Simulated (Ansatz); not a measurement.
# Fields on a plane of TaN (rock salt)

```
TaN
1.0
    0.00000     2.18780     2.18780
    2.18780     0.00000     2.18780
    2.18780     2.18780     0.00000
N Ta
1 1
Direct
  0.00000   0.00000   0.00000
  0.50000   0.50000   0.50000
```

The slice is a {100} plane (indices of the conventional cell) through the point (0.500, 0.500, 0.500) (fractional), spanned by u = [100] and v = [0 1 -1] in vectors of this cell: u (3.09 Å) and v (3.09 Å, at 90° to u). It covers one period; positions are fractions (u, v).

Atoms on it: N at (0.50, 0.50); Ta at (0.00, 0.00).

These are PBEsol (plane waves to 420 eV, PAW, scalar-relativistic; Ansatz, an electronic-structure program) values and carry that method's errors. k mesh 18×18×18. These are valence fields of a PAW run, semicore shells included where kept as valence: close to a nucleus they are smooth pseudo fields. Spin-orbit coupling is left out, though Ta is heavy. TaN is run without spin polarisation. TaN was relaxed with its symmetry unable to fall. This is a high-temperature form of TaN.

```tsv
v \ u	0.00	0.12	0.25	0.38	0.50	0.62	0.75	0.88
0.88	0.7	0.6	0.1	-0.4	-0.5	-0.4	0.1	0.6
0.75	0.3	0.1	-0.3	-0.1	0.0	-0.1	-0.3	0.1
0.62	-0.5	-0.4	-0.1	0.3	0.5	0.3	-0.1	-0.4
0.50	-0.6	-0.5	0.0	0.5	0.5	0.5	0.0	-0.5
0.38	-0.5	-0.4	-0.1	0.3	0.5	0.3	-0.1	-0.4
0.25	0.3	0.1	-0.3	-0.1	0.0	-0.1	-0.3	0.1
0.12	0.7	0.6	0.1	-0.4	-0.5	-0.4	0.1	0.6
0.00	0.5	0.7	0.3	-0.5	-0.6	-0.5	0.3	0.7
```

Values: log₁₀ of the valence density in e/Å³. The scale is logarithmic, as a density can span decades between atoms and voids.

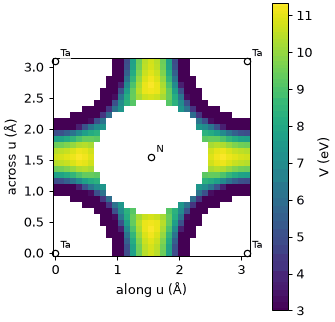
Fig. 1. Electrostatic potential energy of an electron, from the cell's mean, in eV, one period of the plane, atoms marked. Points within 0.9 Å of a nucleus are left white, as the pseudised field means little there. Values under 3 eV are set to 3. The zero, the cell's mean, hangs on the PAW cores.

- Density on the N–Ta line (2.19 Å) at its density minimum, 1.0 Å from N: 0.56 e/Å³
- ELF at that point: 0.2
